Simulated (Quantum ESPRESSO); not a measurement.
## Simulated XPS, UPS and emission spectra of NbSi2

What would valence photoemission of NbSi2 look like, and what sets its shape?

Calculated with Quantum ESPRESSO 7.5; DFT, PBE, plane waves, ultrasoft GBRV pseudopotentials, scalar-relativistic, in the first sound run; inputs show where later runs differ.

## Step 1: The starting structure

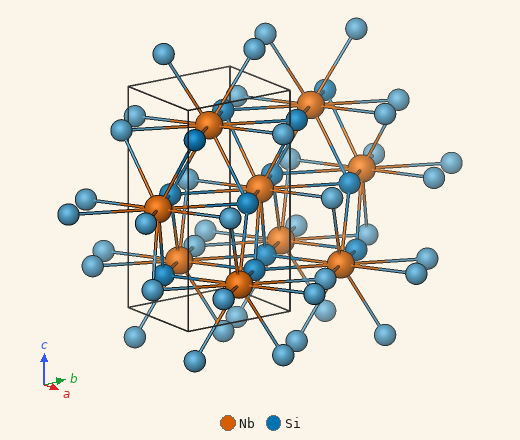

The cell as given, slightly off an axis (niobium orange, silicon blue). 1×2×1 cells are drawn. Some periodic images of atoms are drawn too.

## Step 2: The base run: self-consistent run

First the self-consistent run; potential, DOS and bands follow from it in later steps.

scf.in reads:

```
&control
  calculation = 'scf'
  prefix = 'pes'
  outdir = './tmp'
  pseudo_dir = './pp'
  tprnfor = .true.
  tstress = .true.
/
&system
  ibrav = 0
  nat = 9
  ntyp = 2
  ecutwfc = 40.0
  ecutrho = 200.0
  occupations = 'smearing'
  nbnd = 54
  smearing = 'fd'
  degauss = 0.00367
/
&electrons
  conv_thr = 5.4e-08
  mixing_beta = 0.5
  electron_maxstep = 120
/
ATOMIC_SPECIES
Nb 92.9064 nb_pbe_v1.uspp.F.UPF
Si 28.0850 si_pbe_v1.uspp.F.UPF
CELL_PARAMETERS angstrom
 4.819000000 0.000000000 0.000000000
 -2.409500000 4.173376421 0.000000000
 0.000000000 0.000000000 6.592000000
ATOMIC_POSITIONS crystal
Nb 0.000000000 0.500000000 0.166666667
Nb 0.500000000 0.500000000 0.833333333
Nb 0.500000000 0.000000000 0.500000000
Si 0.319800000 0.159900000 0.166666667
Si 0.159900000 0.840100000 0.833333333
Si 0.840100000 0.680200000 0.500000000
Si 0.680200000 0.840100000 0.166666667
Si 0.840100000 0.159900000 0.833333333
Si 0.159900000 0.319800000 0.500000000
K_POINTS automatic
12 12 6 0 0 0
```

Command:

```sh
> OMP_NUM_THREADS=1 mpirun -n 4 pw.x -nk 4 -in scf.in > scf.out
```

What it wrote:

```text
Program PWSCF v.7.5 starts

     This program is part of the open-source Quantum ESPRESSO suite
     for quantum simulation of materials; please cite
         "P. Giannozzi et al., J. Phys.:Condens. Matter 21 395502 (2009);
         "P. Giannozzi et al., J. Phys.:Condens. Matter 29 465901 (2017);
         "P. Giannozzi et al., J. Chem. Phys. 152 154105 (2020);
          URL
     in publications or presentations arising from this work. More details at

     Parallel version (MPI & OpenMP), running on       4 processor cores
     Number of MPI processes:                 4
     Threads/MPI process:                     1

     MPI processes distributed on     1 nodes
     216448 MiB available memory on the printing compute node when the environment starts

     Current dimensions of program PWSCF are:
     Max number of different atomic species (ntypx) = 10
     Max number of k-points (npk) =  40000
     Max angular momentum in pseudopotentials (lmaxx) =  4
     Message from routine setup:
     using ibrav=0 with symmetry is DISCOURAGED, use correct ibrav instead

     K-points division:     npool     =       4
     Subspace diagonalization in iterative solution of the eigenvalue problem:
     a serial algorithm will be used

     G-vector sticks info
     --------------------
     sticks:   dense  smooth     PW     G-vecs:    dense   smooth      PW
     Sum        1147     925    265                42771    30663    4827

     Using Slab Decomposition

     bravais-lattice index     =            0
     lattice parameter (alat)  =       9.1066  a.u.
     unit-cell volume          =     894.6605 (a.u.)^3
     number of atoms/cell      =            9
     number of atomic types    =            2
     number of electrons       =        63.00
     number of Kohn-Sham states=           54
     kinetic-energy cutoff     =      40.0000  Ry
     charge density cutoff     =     200.0000  Ry
     scf convergence threshold =      5.4E-08
     mixing beta               =       0.5000
     number of iterations used =            8  plain     mixing
     Exchange-correlation= SLA  PW   PBE  PBE
                           (   1   4   3   4   0   0   0)

     celldm(1)=   9.106590  celldm(2)=   0.000000  celldm(3)=   0.000000
     celldm(4)=   0.000000  celldm(5)=   0.000000  celldm(6)=   0.000000

     crystal axes: (cart. coord. in units of alat)
               a(1) = (   1.000000   0.000000   0.000000 )
               a(2) = (  -0.500000   0.866025   0.000000 )
               a(3) = (   0.000000   0.000000   1.367919 )

     reciprocal axes: (cart. coord. in units 2 pi/alat)
               b(1) = (  1.000000  0.577350 -0.000000 )
               b(2) = (  0.000000  1.154701  0.000000 )
               b(3) = (  0.000000 -0.000000  0.731038 )

     PseudoPot. # 1 for Nb read from file:
     ./pp/nb_pbe_v1.uspp.F.UPF
     Pseudo is Ultrasoft + core correction, Zval = 13.0
     Generated by new atomic code, or converted to UPF format
     Using radial grid of  887 points,  6 beta functions with:
                l(1) =   0
                l(2) =   0
                l(3) =   1
                l(4) =   1
                l(5) =   2
                l(6) =   2
     Q(r) pseudized with  6 coefficients,  rinner =    1.000   1.000   1.000
                                                       1.000   1.000

     PseudoPot. # 2 for Si read from file:
     ./pp/si_pbe_v1.uspp.F.UPF
     Pseudo is Ultrasoft + core correction, Zval =  4.0
     Generated by new atomic code, or converted to UPF format
     Using radial grid of  899 points,  6 beta functions with:
                l(1) =   0
                l(2) =   0
                l(3) =   1
                l(4) =   1
                l(5) =   2
                l(6) =   2
     Q(r) pseudized with  8 coefficients,  rinner =    0.900   0.900   0.900
                                                       0.900   0.900

     atomic species   valence    mass     pseudopotential
     Nb               13.00    92.90640     Nb( 1.00)
     Si                4.00    28.08500     Si( 1.00)

     12 Sym. Ops. (no inversion) found ( 8 have fractional translation)

   Cartesian axes

     site n.     atom                  positions (alat units)
         1        Nb     tau(   1) = (  -0.2500000   0.4330127   0.2279864  )
         2        Nb     tau(   2) = (   0.2500000   0.4330127   1.1399322  )
         3        Nb     tau(   3) = (   0.5000000   0.0000000   0.6839593  )
         4        Si     tau(   4) = (   0.2398500   0.1384775   0.2279864  )
         5        Si     tau(   5) = (  -0.2601500   0.7275479   1.1399322  )
         6        Si     tau(   6) = (   0.5000000   0.5890705   0.6839593  )
         7        Si     tau(   7) = (   0.2601500   0.7275479   0.2279864  )
         8        Si     tau(   8) = (   0.7601500   0.1384775   1.1399322  )
         9        Si     tau(   9) = (   0.0000000   0.2769549   0.6839593  )

     number of k points=    76  Fermi-Dirac smearing, width (Ry)=  0.0037
                       cart. coord. in units 2pi/alat
        k(    1) = (   0.0000000   0.0000000   0.0000000), wk =   0.0023148
        k(    2) = (   0.0000000   0.0000000   0.1218396), wk =   0.0046296
        k(    3) = (   0.0000000   0.0000000   0.2436792), wk =   0.0046296
        k(    4) = (   0.0000000   0.0000000  -0.3655188), wk =   0.0023148
        k(    5) = (   0.0000000   0.0962250   0.0000000), wk =   0.0138889
        k(    6) = (   0.0000000   0.0962250   0.1218396), wk =   0.0277778
        k(    7) = (   0.0000000   0.0962250   0.2436792), wk =   0.0277778
        k(    8) = (   0.0000000   0.0962250  -0.3655188), wk =   0.0138889
        k(    9) = (   0.0000000   0.1924501   0.0000000), wk =   0.0138889
        k(   10) = (   0.0000000   0.1924501   0.1218396), wk =   0.0277778
        k(   11) = (   0.0000000   0.1924501   0.2436792), wk =   0.0277778
        k(   12) = (   0.0000000   0.1924501  -0.3655188), wk =   0.0138889
        k(   13) = (   0.0000000   0.2886751   0.0000000), wk =   0.0138889
        k(   14) = (   0.0000000   0.2886751   0.1218396), wk =   0.0277778
        k(   15) = (   0.0000000   0.2886751   0.2436792), wk =   0.0277778
        k(   16) = (   0.0000000   0.2886751  -0.3655188), wk =   0.0138889
[...]
k(   69) = (   0.2500000   0.5292377   0.0000000), wk =   0.0277778
        k(   70) = (   0.2500000   0.5292377   0.1218396), wk =   0.0555556
        k(   71) = (   0.2500000   0.5292377   0.2436792), wk =   0.0555556
        k(   72) = (   0.2500000   0.5292377  -0.3655188), wk =   0.0277778
[...]
-16.3433 -16.3301 -16.3227 -16.2630   2.1452   3.2730   6.3630   8.1878
     8.6096   8.8663   8.9874   9.3014   9.7128  10.1657  10.2557  10.4357
    11.8591  12.0728  12.3174  12.3993  12.7603  12.7632  13.1490  14.2279
[...]
19.6761  21.1489  21.3145  21.5213  22.1051  22.5692

          k = 0.0000 0.0000-0.3655 (  3758 PWs)   bands (ev):

[...]
19.6960  20.3768  21.6598  21.6598  22.1088  22.1088

          k = 0.0000 0.0962 0.0000 (  3824 PWs)   bands (ev):

[...]
19.8223  19.9527  20.5619  21.7281  22.0137  22.6564

          k = 0.0000 0.0962 0.1218 (  3818 PWs)   bands (ev):

[...]
19.8777  20.5045  21.3529  21.5372  22.1557  22.7896

          k = 0.0000 0.0962 0.2437 (  3802 PWs)   bands (ev):

[...]
19.9203  21.1587  21.3716  21.5584  22.1918  22.9007

          k = 0.0000 0.0962-0.3655 (  3796 PWs)   bands (ev):

[...]
19.9231  20.4799  21.6735  21.8273  22.2238  22.3043

          k = 0.0000 0.1925 0.0000 (  3836 PWs)   bands (ev):

[...]
20.5066  20.7768  20.9859  21.4508  21.6514  22.6707

          k = 0.0000 0.1925 0.1218 (  3821 PWs)   bands (ev):

[...]
20.5366  20.7078  21.2637  21.7669  22.2353  22.6465

          k = 0.0000 0.1925 0.2437 (  3802 PWs)   bands (ev):

[...]
20.4549  21.1724  21.4672  22.0869  22.4362  23.0919

          k = 0.0000 0.1925-0.3655 (  3792 PWs)   bands (ev):

[...]
20.3845  20.8653  21.8302  21.9614  22.5365  23.0793

          k = 0.0000 0.2887 0.0000 (  3840 PWs)   bands (ev):

[...]
20.8071  21.4922  21.5775  21.7460  21.7911  22.5636

          k = 0.0000 0.2887 0.1218 (  3824 PWs)   bands (ev):

[...]
21.0259  21.2459  21.7307  21.9533  22.3384  22.6632

          k = 0.0000 0.2887 0.2437 (  3818 PWs)   bands (ev):

[...]
20.8400  21.1793  21.9792  22.4446  22.6265  22.8741

          k = 0.0000 0.2887-0.3655 (  3810 PWs)   bands (ev):

[...]
20.9606  21.4849  21.9185  22.1008  23.0015  23.2228

          k = 0.0000 0.3849 0.0000 (  3820 PWs)   bands (ev):

[...]
k = 0.0000 0.3849 0.1218 (  3833 PWs)   bands (ev):

[...]
k = 0.0000 0.3849 0.2437 (  3836 PWs)   bands (ev):

[...]
k = 0.0000 0.3849-0.3655 (  3822 PWs)   bands (ev):

[...]
k = 0.0000 0.4811 0.0000 (  3822 PWs)   bands (ev):

[...]
k = 0.0000 0.4811-0.3655 (  3824 PWs)   bands (ev):

[...]
k = 0.0000-0.5774 0.0000 (  3842 PWs)   bands (ev):

[...]
k = 0.0000-0.5774 0.1218 (  3824 PWs)   bands (ev):

[...]
k = 0.0000-0.5774 0.2437 (  3836 PWs)   bands (ev):

[...]
k = 0.0000-0.5774-0.3655 (  3852 PWs)   bands (ev):

[...]
k = 0.0833 0.1443-0.3655 (  3802 PWs)   bands (ev):

[...]
k = 0.0833 0.2406-0.3655 (  3812 PWs)   bands (ev):

[...]
k = 0.0833 0.3368-0.3655 (  3812 PWs)   bands (ev):

[...]
k = 0.0833 0.4330-0.3655 (  3818 PWs)   bands (ev):

[...]
k = 0.0833 0.5292-0.3655 (  3826 PWs)   bands (ev):

[...]
k = 0.1667 0.2887-0.3655 (  3808 PWs)   bands (ev):

[...]
k = 0.1667 0.3849-0.3655 (  3814 PWs)   bands (ev):

[...]
k = 0.1667 0.4811-0.3655 (  3822 PWs)   bands (ev):

[...]
k = 0.1667 0.5774-0.3655 (  3820 PWs)   bands (ev):

[...]
k = 0.2500 0.4330 0.1218 (  3823 PWs)   bands (ev):

[...]
k = 0.2500 0.4330 0.2437 (  3825 PWs)   bands (ev):

[...]
k = 0.2500 0.4330-0.3655 (  3814 PWs)   bands (ev):

[...]
k = 0.2500 0.5292 0.0000 (  3818 PWs)   bands (ev):

[...]
k = 0.2500 0.5292 0.1218 (  3822 PWs)   bands (ev):

[...]
k = 0.2500 0.5292 0.2437 (  3823 PWs)   bands (ev):

[...]
k = 0.2500 0.5292-0.3655 (  3826 PWs)   bands (ev):

[...]
20.5842  20.7997  21.2693  21.4019  22.1740  22.2472

          k = 0.3333 0.5774 0.0000 (  3843 PWs)   bands (ev):

[...]
21.2425  21.3860  21.3860  21.8409  22.1465  22.1465

          k = 0.3333 0.5774 0.1218 (  3801 PWs)   bands (ev):

[...]
20.6581  21.0900  21.1996  21.5331  22.6749  23.3996

          k = 0.3333 0.5774 0.2437 (  3828 PWs)   bands (ev):

[...]
15.1602  16.2246  16.4429  16.7729  17.1277  17.1614  17.3385  17.7867
    17.9202  18.0468  18.2241  18.3985  19.2163  19.6939  19.8589  20.1828
    20.7730  20.8454  20.8583  21.0704  22.4629  23.3529

          k = 0.3333 0.5774-0.3655 (  3834 PWs)   bands (ev):

   -40.2466 -40.2293 -40.2293 -16.5479 -16.5214 -16.5214 -16.4003 -16.4003
   -16.3455 -16.2989 -16.2989 -16.2745   4.3633   4.3633   4.8725   5.9626
     5.9626   7.4029   9.5193   9.8972   9.8972  10.3409  11.9057  11.9057
    12.1263  12.1792  12.1792  12.3134  13.6542  13.6542  14.2427  14.2427
    15.2059  16.3673  16.5321  16.5321  17.1976  17.1976  17.5072  17.7206
    17.7206  17.7974  18.3331  18.9556  18.9556  19.7163  19.7163  20.4964
    20.5505  20.9083  20.9083  21.2603  22.1253  22.1253

     the Fermi energy is    14.3975 ev

!    total energy              =    -411.74726747 Ry
     estimated scf accuracy    <          3.5E-09 Ry
     smearing contrib. (-TS)   =      -0.00228880 Ry
     internal energy E=F+TS    =    -411.74497868 Ry

     The total energy is F=E-TS. E is the sum of the following terms:
     one-electron contribution =     -73.48315139 Ry
     hartree contribution      =      69.80627507 Ry
     xc contribution           =     -81.88526285 Ry
     ewald contribution        =    -326.18283950 Ry

     convergence has been achieved in   8 iterations

     Forces acting on atoms (cartesian axes, Ry/au):

     atom    1 type  1   force =     0.00000000   -0.00000000   -0.00000000
     atom    2 type  1   force =    -0.00000000   -0.00000000    0.00000000
     atom    3 type  1   force =     0.00000000    0.00000000   -0.00000000
     atom    4 type  2   force =    -0.00264132   -0.00152497    0.00000000
     atom    5 type  2   force =    -0.00264132    0.00152497    0.00000000
     atom    6 type  2   force =     0.00000000    0.00304993   -0.00000000
     atom    7 type  2   force =     0.00264132    0.00152497    0.00000000
     atom    8 type  2   force =     0.00264132   -0.00152497    0.00000000
     atom    9 type  2   force =     0.00000000   -0.00304993    0.00000000

     Total force =     0.007471     Total SCF correction =     0.000020

     Computing stress (Cartesian axis) and pressure

          total   stress  (Ry/bohr**3)                   (kbar)     P=       -0.30
  -0.00004088   0.00000000   0.00000000           -6.01        0.00        0.00
   0.00000000  -0.00004088  -0.00000000            0.00       -6.01       -0.00
   0.00000000   0.00000000   0.00007559            0.00        0.00       11.12

     XML data file, charge density, pseudopotentials, collected wavefunctions

     Called by init_run:

     Called by electrons:

     Called by c_bands:

     Called by *egterg:

     Called by h_psi:
                                        0.00s GPU  (     647 calls)

     General routines

     Parallel routines

=------------------------------------------------------------------------------=
   JOB DONE.
=------------------------------------------------------------------------------=
```

Wall time 76 s (4 MPI ranks of Intel Xeon Platinum 8559C (Emerald Rapids), shared host).

This step gave:

```yaml
free_energy: -5602.1070 eV
fermi_energy: 14.40 eV
pressure: -0.03 GPa
```

The run ends at a pressure of -0.03 GPa, with forces up to 0.078 eV/Å.

[end of part 1 of 9]

[Logs are printed without paths, hosts, clocks, repeated set-up lines and the standing remarks that a program may print on its own settings, such as how far it seeks lower states.]

[Hosts, paths, dates, database ids (printed as entryN), source tags and the programs' standing remarks are cut or masked in the printed files.]

[Maps of the electrostatic potential energy from Ansatz leave out the sawtooth potential of an applied field or a dipole correction, so their vacuum need not be flat; work functions include it.]

[Peak lists hold at most the 14 tallest peaks of each spectrum; further lines can be left out.]
